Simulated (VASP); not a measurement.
# A VASP study of TePt (r2SCAN + rVV10): structure first, properties next, part 5 of 6

What structure and properties does r2SCAN + rVV10 give TePt, and how near are they to the measured ones? The start is a cell from a database of measured crystal structures.

VASP 6.6.1; r2SCAN with rVV10; plane waves and PAW (Te, Pt).

Still holding for the runs below: The k-mesh is coarse for a metal.

So far. Step 5 (Bands along the symmetry lines (r2SCAN + rVV10)): There is no gap at this level. Step 6 (Total and projected DOS (r2SCAN + rVV10)): The finer mesh and the other smearing move the Fermi level by -0.03 eV from the 6×6×6 run, a small shift, which tests the Fermi level alone. Of the states within 0.3 eV of the Fermi level, the largest shares in the PAW spheres are Te p 30 %, Pt d 28 % and Pt p 12 %. The rest lies in smaller channels or between the spheres.

The database entry behind the starting cell differs from later determinations by our own check (c about 0.8 % long), so it need not match the best structure at ambient conditions.

## (8) Volume scan with r2SCAN + rVV10

An equation of state needs energies on both sides of the minimum, all on one mesh and cutoff.

INCAR reads:

```
SYSTEM = TePt
PREC = Accurate
ENCUT = 400
EDIFF = 1E-06
NELM = 100
ISMEAR = 0
SIGMA = 0.05
LREAL = .FALSE.
ALGO = Normal
METAGGA = R2SCAN
LUSE_VDW = .TRUE.
IVDW_NL = 2
BPARAM = 11.95
CPARAM = 0.0093
LASPH = .TRUE.
NBANDS = 22
LORBIT = 11
LWAVE = .FALSE.
LCHARG = .FALSE.
KPAR = 4
ISIF = 2
```

POSCAR reads:

```
TePt
1.0
   -3.8919826165      0.0000000000      0.0000000000
    1.9459913082     -3.3705558169      0.0000000000
    1.9459913082      1.1235186057      6.6158984535
Te Pt
2 2
Direct
    0.1943745804      0.0971872902      0.2915618707
    0.8056254196      0.9028127098      0.7084381293
    0.7394207909      0.3697103955      0.1091311864
    0.2605792091      0.6302896045      0.8908688136
```

KPOINTS reads:

```
Automatic mesh
0
Gamma
6 6 6
0 0 0
```

PAW data sets: Te and Pt (PBE family, release 64).

Run with:

```console
$ mpirun -np 4 vasp_std
```

What it wrote:

```text
[... set-up lines as in an earlier step ...]
 entering main loop
       N       E                     dE             d eps       ncg     rms          rms(c)
Total rVV10 correction in eV:      0.6642527    43.2549020
Total rVV10 correction in eV:      0.6642527    43.2549020
Total rVV10 correction in eV:      0.6642527    43.2549020
Total rVV10 correction in eV:      0.6642527    43.2549020
DAV:   1     0.828065783238E+01    0.82807E+01   -0.12673E+04  1408   0.108E+03
DAV:   2    -0.156552028929E+03   -0.16483E+03   -0.15400E+03  1714   0.227E+02
DAV:   3    -0.162768853707E+03   -0.62168E+01   -0.61182E+01  1698   0.440E+01
DAV:   4    -0.162848486694E+03   -0.79633E-01   -0.79569E-01  1654   0.557E+00
DAV:   5    -0.162850053707E+03   -0.15670E-02   -0.15668E-02  1726   0.760E-01    0.180E+01
Total rVV10 correction in eV:      0.6433428    43.2549018
Total rVV10 correction in eV:      0.6433428    43.2549018
Total rVV10 correction in eV:      0.6433428    43.2549018
Total rVV10 correction in eV:      0.6433428    43.2549018
DAV:   6    -0.154669920137E+03    0.81801E+01   -0.48862E+00  1618   0.181E+01    0.108E+01
Total rVV10 correction in eV:      0.6468452    43.2549018
Total rVV10 correction in eV:      0.6468452    43.2549018
Total rVV10 correction in eV:      0.6468452    43.2549018
Total rVV10 correction in eV:      0.6468452    43.2549018
DAV:   7    -0.154571934104E+03    0.97986E-01   -0.79007E-01  1486   0.881E+00    0.449E+00
Total rVV10 correction in eV:      0.6451110    43.2549018
Total rVV10 correction in eV:      0.6451110    43.2549018
Total rVV10 correction in eV:      0.6451110    43.2549018
Total rVV10 correction in eV:      0.6451110    43.2549018
DAV:   8    -0.154551103815E+03    0.20830E-01   -0.10531E-01  1594   0.268E+00    0.127E+00
Total rVV10 correction in eV:      0.6448079    43.2549018
Total rVV10 correction in eV:      0.6448079    43.2549018
Total rVV10 correction in eV:      0.6448079    43.2549018
Total rVV10 correction in eV:      0.6448079    43.2549018
DAV:   9    -0.154543914191E+03    0.71896E-02   -0.37596E-02  1562   0.168E+00    0.302E-01
Total rVV10 correction in eV:      0.6451011    43.2549018
Total rVV10 correction in eV:      0.6451011    43.2549018
Total rVV10 correction in eV:      0.6451011    43.2549018
Total rVV10 correction in eV:      0.6451011    43.2549018
DAV:  10    -0.154544863274E+03   -0.94908E-03   -0.44924E-03  1660   0.371E-01    0.349E-01
Total rVV10 correction in eV:      0.6450493    43.2549018
Total rVV10 correction in eV:      0.6450493    43.2549018
Total rVV10 correction in eV:      0.6450493    43.2549018
Total rVV10 correction in eV:      0.6450493    43.2549018
DAV:  11    -0.154544924035E+03   -0.60761E-04   -0.11167E-04  1648   0.739E-02    0.127E-01
Total rVV10 correction in eV:      0.6451691    43.2549018
Total rVV10 correction in eV:      0.6451691    43.2549018
Total rVV10 correction in eV:      0.6451691    43.2549018
Total rVV10 correction in eV:      0.6451691    43.2549018
DAV:  12    -0.154544815610E+03    0.10843E-03   -0.32765E-04  1534   0.156E-01    0.778E-02
Total rVV10 correction in eV:      0.6452211    43.2549018
Total rVV10 correction in eV:      0.6452211    43.2549018
Total rVV10 correction in eV:      0.6452211    43.2549018
Total rVV10 correction in eV:      0.6452211    43.2549018
DAV:  13    -0.154544824749E+03   -0.91390E-05   -0.26901E-05  1600   0.350E-02    0.496E-02
Total rVV10 correction in eV:      0.6452504    43.2549018
Total rVV10 correction in eV:      0.6452504    43.2549018
Total rVV10 correction in eV:      0.6452504    43.2549018
Total rVV10 correction in eV:      0.6452504    43.2549018
DAV:  14    -0.154544825670E+03   -0.92113E-06   -0.17934E-06  1244   0.731E-03
Total rVV10 correction in eV:      0.6453019    43.2549018
Total rVV10 correction in eV:      0.6453019    43.2549018
Total rVV10 correction in eV:      0.6453019    43.2549018
Total rVV10 correction in eV:      0.6453019    43.2549018
Total rVV10 correction in eV:      0.6452818    43.2549018
Total rVV10 correction in eV:      0.6452818    43.2549018
Total rVV10 correction in eV:      0.6452818    43.2549018
Total rVV10 correction in eV:      0.6452818    43.2549018
   1 F= -.15454483E+03 E0= -.15454246E+03  d E =-.472625E-02
```

Elapsed: 86 s, on 4 MPI ranks of Intel Xeon Platinum 8375C at 2.90GHz (Ice Lake), shared host; peak memory 1.4 GiB; 5.6 min of CPU time.

Parts of OUTCAR (step 8):

```text
   ENCUT  =  400.0 eV  29.40 Ry    5.42 a.u.   6.35  6.35 11.39*2*pi/ulx,y,z

   NELECT =      32.0000    total number of electrons

 E-fermi :   8.9651

 k-point     1 :       0.0000    0.0000    0.0000
  band No.  band energies     occupation
    ...
      9       5.5577      2.00000
     10       5.5577      2.00000
     11       6.6666      2.00000
     12       6.6666      2.00000
     13       7.0037      2.00000
     14       9.7765      0.00000
     15       9.7765      0.00000
     16       9.9717      0.00000
     17      10.5751      0.00000
     18      12.1994      0.00000
    ...

  Total        5.5594909      5.5594909      4.1311094      0.0000000      0.0000000     -0.0000000
  in kB      102.6323702    102.6323702     76.2633768      0.0000000      0.0000000     -0.0000000
  external PRESSURE =      93.8427057 kB  Pullay stress =       0.0000000 kB

 POSITION                                       TOTAL-FORCE (eV/Angst)
 -----------------------------------------------------------------------------------
      0.00000      0.00000      1.92894        -0.000000      0.000000      0.824450
     -0.00000     -2.24704      4.68695         0.000000     -0.000000     -0.824450
     -1.94599     -1.12352      0.72200        -0.000000      0.000000      0.025867
      1.94599     -1.12352      5.89390         0.000000     -0.000000     -0.025867
 -----------------------------------------------------------------------------------
    total drift:                               -0.000000      0.000000     -0.000000

  FREE ENERGIE OF THE ION-ELECTRON SYSTEM (eV)
  ---------------------------------------------------
  free  energy   TOTEN  =      -154.5448256701 eV

  energy  without entropy=     -154.5400994160  energy(sigma->0) =     -154.54246254

[... 3 parts as in an earlier step ...]

[... 13 further parts left out ...]
```

The scan keeps the cell's shape and the fractional positions fixed.

This step gave:

```yaml
bands: 22
irreducible_k_points: 32
free_energy_toten: -154.5448 eV
energy_at_zero_smearing: -154.5425 eV
fermi_energy: 8.965 eV
pressure: 9.384 GPa
```

Force by atom:

```tsv
atom	x (eV/Å)	y (eV/Å)	z (eV/Å)	size
Te1	0.000	0.000	0.824	0.824
Te2	0.000	0.000	-0.824	0.824
Pt3	0.000	0.000	0.026	0.026
Pt4	0.000	0.000	-0.026	0.026
```

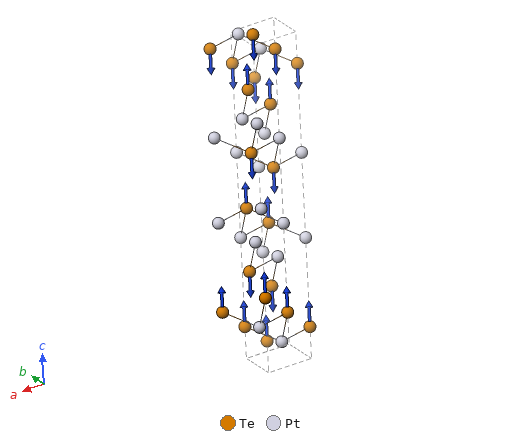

Force as arrows, the longest 0.824 eV/Å. Bonds to atoms that aren't drawn are left out. 1×2×1 conventional cells are drawn. Some periodic images of atoms are drawn too.

The pressure here is 9.38 GPa.

## (9) Volume scan with r2SCAN + rVV10 (run 2)

INCAR is that of step 8.

POSCAR reads:

```
TePt
1.0
   -3.9193918478      0.0000000000      0.0000000000
    1.9596959239     -3.3942929075      0.0000000000
    1.9596959239      1.1314309692      6.6624908228
Te Pt
2 2
Direct
    0.1943745804      0.0971872902      0.2915618707
    0.8056254196      0.9028127098      0.7084381293
    0.7394207909      0.3697103955      0.1091311864
    0.2605792091      0.6302896045      0.8908688136
```

KPOINTS is that of step 8.

Run with:

```console
$ mpirun -np 4 vasp_std
```

What it wrote:

```text
[... set-up lines as in an earlier step ...]
 entering main loop
       N       E                     dE             d eps       ncg     rms          rms(c)
Total rVV10 correction in eV:      0.6774712    43.2549020
Total rVV10 correction in eV:      0.6774712    43.2549020
Total rVV10 correction in eV:      0.6774712    43.2549020
Total rVV10 correction in eV:      0.6774712    43.2549020
DAV:   1     0.709965524653E+01    0.70997E+01   -0.12610E+04  1408   0.108E+03
DAV:   2    -0.156531912994E+03   -0.16363E+03   -0.15332E+03  1722   0.222E+02
DAV:   3    -0.162950140016E+03   -0.64182E+01   -0.63083E+01  1698   0.444E+01
DAV:   4    -0.163030273896E+03   -0.80134E-01   -0.80105E-01  1676   0.562E+00
DAV:   5    -0.163031863380E+03   -0.15895E-02   -0.15893E-02  1684   0.759E-01    0.172E+01
Total rVV10 correction in eV:      0.6558408    43.2549015
Total rVV10 correction in eV:      0.6558408    43.2549015
Total rVV10 correction in eV:      0.6558408    43.2549015
Total rVV10 correction in eV:      0.6558408    43.2549015
DAV:   6    -0.154760423732E+03    0.82714E+01   -0.50770E+00  1600   0.183E+01    0.103E+01
Total rVV10 correction in eV:      0.6592207    43.2549015
Total rVV10 correction in eV:      0.6592207    43.2549015
Total rVV10 correction in eV:      0.6592207    43.2549015
Total rVV10 correction in eV:      0.6592207    43.2549015
DAV:   7    -0.154653295011E+03    0.10713E+00   -0.77549E-01  1462   0.871E+00    0.442E+00
Total rVV10 correction in eV:      0.6574778    43.2549015
Total rVV10 correction in eV:      0.6574778    43.2549015
Total rVV10 correction in eV:      0.6574778    43.2549015
Total rVV10 correction in eV:      0.6574778    43.2549015
DAV:   8    -0.154639425345E+03    0.13870E-01   -0.10423E-01  1570   0.255E+00    0.127E+00
Total rVV10 correction in eV:      0.6571916    43.2549015
Total rVV10 correction in eV:      0.6571916    43.2549015
Total rVV10 correction in eV:      0.6571916    43.2549015
Total rVV10 correction in eV:      0.6571916    43.2549015
DAV:   9    -0.154632032643E+03    0.73927E-02   -0.35793E-02  1552   0.165E+00    0.290E-01
Total rVV10 correction in eV:      0.6575316    43.2549015
Total rVV10 correction in eV:      0.6575316    43.2549015
Total rVV10 correction in eV:      0.6575316    43.2549015
Total rVV10 correction in eV:      0.6575316    43.2549015
DAV:  10    -0.154632987928E+03   -0.95529E-03   -0.46084E-03  1654   0.375E-01    0.324E-01
Total rVV10 correction in eV:      0.6575189    43.2549015
Total rVV10 correction in eV:      0.6575189    43.2549015
Total rVV10 correction in eV:      0.6575189    43.2549015
Total rVV10 correction in eV:      0.6575189    43.2549015
DAV:  11    -0.154633066723E+03   -0.78795E-04   -0.11846E-04  1654   0.796E-02    0.119E-01
Total rVV10 correction in eV:      0.6576404    43.2549015
Total rVV10 correction in eV:      0.6576404    43.2549015
Total rVV10 correction in eV:      0.6576404    43.2549015
Total rVV10 correction in eV:      0.6576404    43.2549015
DAV:  12    -0.154632959436E+03    0.10729E-03   -0.28981E-04  1522   0.150E-01    0.549E-02
Total rVV10 correction in eV:      0.6576866    43.2549015
Total rVV10 correction in eV:      0.6576866    43.2549015
Total rVV10 correction in eV:      0.6576866    43.2549015
Total rVV10 correction in eV:      0.6576866    43.2549015
DAV:  13    -0.154632967585E+03   -0.81483E-05   -0.24502E-05  1600   0.314E-02    0.371E-02
Total rVV10 correction in eV:      0.6577148    43.2549015
Total rVV10 correction in eV:      0.6577148    43.2549015
Total rVV10 correction in eV:      0.6577148    43.2549015
Total rVV10 correction in eV:      0.6577148    43.2549015
DAV:  14    -0.154632968747E+03   -0.11621E-05   -0.14728E-06  1140   0.656E-03    0.940E-03
Total rVV10 correction in eV:      0.6577383    43.2549015
Total rVV10 correction in eV:      0.6577383    43.2549015
Total rVV10 correction in eV:      0.6577383    43.2549015
Total rVV10 correction in eV:      0.6577383    43.2549015
DAV:  15    -0.154632968666E+03    0.80917E-07   -0.69662E-07   812   0.528E-03
Total rVV10 correction in eV:      0.6577330    43.2549015
Total rVV10 correction in eV:      0.6577330    43.2549015
Total rVV10 correction in eV:      0.6577330    43.2549015
Total rVV10 correction in eV:      0.6577330    43.2549015
Total rVV10 correction in eV:      0.6577346    43.2549015
Total rVV10 correction in eV:      0.6577346    43.2549015
Total rVV10 correction in eV:      0.6577346    43.2549015
Total rVV10 correction in eV:      0.6577346    43.2549015
   1 F= -.15463297E+03 E0= -.15463060E+03  d E =-.472804E-02
```

It took 88 s on 4 MPI ranks; peak memory 1.4 GiB; 5.8 min of CPU time.

From OUTCAR (step 9):

```text
   ENCUT  =  400.0 eV  29.40 Ry    5.42 a.u.   6.39  6.39 11.47*2*pi/ulx,y,z

   NELECT =      32.0000    total number of electrons

 E-fermi :   8.6356

 k-point     1 :       0.0000    0.0000    0.0000
  band No.  band energies     occupation
    ...
      9       5.3176      2.00000
     10       5.3176      2.00000
     11       6.4069      2.00000
     12       6.4069      2.00000
     13       6.7236      2.00000
     14       9.4211      0.00000
     15       9.4211      0.00000
     16       9.5646      0.00000
     17      10.1829      0.00000
     18      11.7682      0.00000
    ...

  Total        3.5499068      3.5499068      2.6296735      0.0000000      0.0000000      0.0000000
  in kB       64.1686515     64.1686515     47.5343757      0.0000000      0.0000000      0.0000000
  external PRESSURE =      58.6238929 kB  Pullay stress =       0.0000000 kB

 POSITION                                       TOTAL-FORCE (eV/Angst)
 -----------------------------------------------------------------------------------
      0.00000      0.00000      1.94253        -0.000000      0.000000      0.524715
     -0.00000     -2.26286      4.71996         0.000000     -0.000000     -0.524715
     -1.95970     -1.13143      0.72709         0.000000      0.000000      0.011091
      1.95970     -1.13143      5.93541         0.000000     -0.000000     -0.011091
 -----------------------------------------------------------------------------------
    total drift:                               -0.000000      0.000000     -0.000000

  FREE ENERGIE OF THE ION-ELECTRON SYSTEM (eV)
  ---------------------------------------------------
  free  energy   TOTEN  =      -154.6329686658 eV

  energy  without entropy=     -154.6282406268  energy(sigma->0) =     -154.63060465

[... 3 parts as in an earlier step ...]

[... 13 further parts left out ...]
```

Numbers from this step:

| Quantity | Value |
| --- | --- |
| electronic steps | 15 |
| free energy (TOTEN) | -154.6330 eV |
| energy at zero smearing | -154.6306 eV |
| Fermi energy | 8.636 eV |
| pressure | 5.862 GPa |

Force by atom:

```tsv
atom	x (eV/Å)	y (eV/Å)	z (eV/Å)	size
Te1	0.000	0.000	0.525	0.525
Te2	0.000	0.000	-0.525	0.525
Pt3	0.000	0.000	0.011	0.011
Pt4	0.000	0.000	-0.011	0.011
```

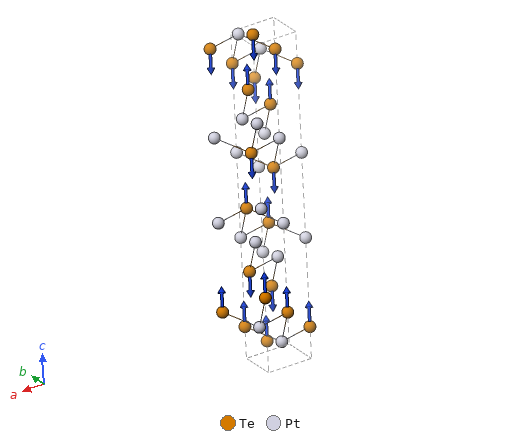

Force as arrows, the longest 0.525 eV/Å. Bonds to atoms that aren't drawn are left out. 1×2×1 conventional cells are drawn. Some periodic images of atoms are drawn too.

The pressure falls from 9.38 to 5.86 GPa.

## (10) Volume scan with r2SCAN + rVV10 (run 3)

INCAR is that of step 9.

POSCAR reads:

```
TePt
1.0
   -3.9464229906      0.0000000000      0.0000000000
    1.9732114953     -3.4177025639      0.0000000000
    1.9732114953      1.1392341880      6.7084404874
Te Pt
2 2
Direct
    0.1943745804      0.0971872902      0.2915618707
    0.8056254196      0.9028127098      0.7084381293
    0.7394207909      0.3697103955      0.1091311864
    0.2605792091      0.6302896045      0.8908688136
```

KPOINTS is that of step 9.

Run with:

```console
$ mpirun -np 4 vasp_std
```

What it wrote:

```text
[... set-up lines as in an earlier step ...]
 entering main loop
       N       E                     dE             d eps       ncg     rms          rms(c)
Total rVV10 correction in eV:      0.6905098    43.2549020
Total rVV10 correction in eV:      0.6905098    43.2549020
Total rVV10 correction in eV:      0.6905098    43.2549020
Total rVV10 correction in eV:      0.6905098    43.2549020
DAV:   1     0.565512964674E+01    0.56551E+01   -0.12571E+04  1408   0.108E+03
DAV:   2    -0.156942118340E+03   -0.16260E+03   -0.15225E+03  1750   0.220E+02
DAV:   3    -0.163089018694E+03   -0.61469E+01   -0.60196E+01  1712   0.432E+01
DAV:   4    -0.163170961216E+03   -0.81943E-01   -0.81859E-01  1718   0.552E+00
DAV:   5    -0.163172405708E+03   -0.14445E-02   -0.14444E-02  1720   0.705E-01    0.164E+01
Total rVV10 correction in eV:      0.6681762    43.2549016
Total rVV10 correction in eV:      0.6681762    43.2549016
Total rVV10 correction in eV:      0.6681762    43.2549016
Total rVV10 correction in eV:      0.6681762    43.2549016
[...]
Total rVV10 correction in eV:      0.6699852    43.2549016
DAV:  13    -0.154683085593E+03   -0.67853E-05   -0.22202E-05  1618   0.280E-02    0.275E-02
Total rVV10 correction in eV:      0.6700096    43.2549016
Total rVV10 correction in eV:      0.6700096    43.2549016
Total rVV10 correction in eV:      0.6700096    43.2549016
Total rVV10 correction in eV:      0.6700096    43.2549016
DAV:  14    -0.154683086805E+03   -0.12118E-05   -0.10393E-06  1112   0.558E-03    0.581E-03
Total rVV10 correction in eV:      0.6700284    43.2549016
Total rVV10 correction in eV:      0.6700284    43.2549016
Total rVV10 correction in eV:      0.6700284    43.2549016
Total rVV10 correction in eV:      0.6700284    43.2549016
DAV:  15    -0.154683086517E+03    0.28752E-06   -0.43689E-07   800   0.436E-03
Total rVV10 correction in eV:      0.6700232    43.2549016
Total rVV10 correction in eV:      0.6700232    43.2549016
Total rVV10 correction in eV:      0.6700232    43.2549016
Total rVV10 correction in eV:      0.6700232    43.2549016
Total rVV10 correction in eV:      0.6700243    43.2549016
Total rVV10 correction in eV:      0.6700243    43.2549016
Total rVV10 correction in eV:      0.6700243    43.2549016
Total rVV10 correction in eV:      0.6700243    43.2549016
   1 F= -.15468309E+03 E0= -.15468066E+03  d E =-.484408E-02
```

It took 91 s on 4 MPI ranks; peak memory 1.4 GiB; 6 min of CPU time.

From OUTCAR (step 10):

```text
  Total        1.7079062      1.7079062      1.2643144      0.0000000      0.0000000      0.0000000
  in kB       30.2423214     30.2423214     22.3875317      0.0000000      0.0000000      0.0000000
  external PRESSURE =      27.6240582 kB  Pullay stress =       0.0000000 kB

 POSITION                                       TOTAL-FORCE (eV/Angst)
 -----------------------------------------------------------------------------------
      0.00000      0.00000      1.95593         0.000000      0.000000      0.249893
     -0.00000     -2.27847      4.75252        -0.000000     -0.000000     -0.249893
     -1.97321     -1.13923      0.73210        -0.000000      0.000000      0.003817
      1.97321     -1.13923      5.97634        -0.000000     -0.000000     -0.003817
 -----------------------------------------------------------------------------------
    total drift:                               -0.000000      0.000000     -0.000000

  FREE ENERGIE OF THE ION-ELECTRON SYSTEM (eV)
  ---------------------------------------------------
  free  energy   TOTEN  =      -154.6830865171 eV

  energy  without entropy=     -154.6782424374  energy(sigma->0) =     -154.68066448

[... 1 part as in an earlier step ...]

[... 2 further parts left out ...]
[key lines of the parts left out:]
E-fermi :   8.3199
```

The pressure falls from 5.86 to 2.76 GPa.

The run ends at a pressure of 2.76 GPa, with forces up to 0.25 eV/Å.

[end of part 5 of 6]

[Lines on the potential files, build, host, timing and source positions are cut from VASP's logs without a mark.]

[Logs are printed without paths, hosts, clocks, repeated set-up lines and the standing remarks that a program may print on its own settings, such as how far it seeks lower states.]

[Hosts, paths, dates, database ids (printed as entryN), source tags and the programs' standing remarks are cut or masked in the printed files.]

[A measured line is paired with the nearest computed mode of its activity, which favours agreement.]
